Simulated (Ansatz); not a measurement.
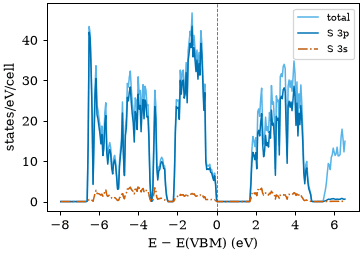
Total and projected density of states of S in space group P2/c (No. 13; Pearson symbol mP32), LDA (plane waves, PAW; program Ansatz)

Which orbitals carry the states next to the gap?

Top 1 eV of the valence band: S 3p 92 %. Bottom 1 eV of the conduction band: S 3p 77 %, S 3s 12 %, outside the projected shells 11 %. Projections are on Löwdin-orthogonalised atomic valence shells; empty p or d shells of many metals are not among them.

Where is the tallest occupied peak in this window, and what makes it?

Near -1.3 eV, about 47 states/eV per cell; the largest projected share is S 3p.

The first step of the workflow began from a Materials Project structure, measured or hypothetical; the Crystallography Open Database files this formula in space group No. 13, but the cells were not matched. It is not the phase usual at ambient conditions (space group No. 70). The LDA relaxation kept the symmetry of its start; its stability against distortions is not shown here. A crystal of weakly bound molecules computed without a dispersion correction: the cell and the soft elastic constants depend strongly on that.

Potentials: the later of the program's two PAW sets.
